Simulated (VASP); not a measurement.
Band structure of MgH2 (rutile). Calculation: PBE GGA with D3 dispersion (zero damping), VASP's PBE PAW potentials (set 64) (plane waves; VASP 6.6.1).

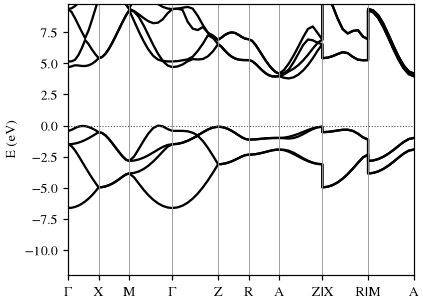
Figure. Bands along high-symmetry lines, zero at the valence-band maximum or, without a gap, the Fermi level

Read the plot: is there a gap, and where are the band edges?

The gap is indirect, 3.79 eV, from the valence maximum at M-Γ at 0.67 to the conduction minimum at A-Z at 0.22. (Edges off the drawn lines would not show.)

The compound is MgH2 in the rutile structure. It was relaxed first.
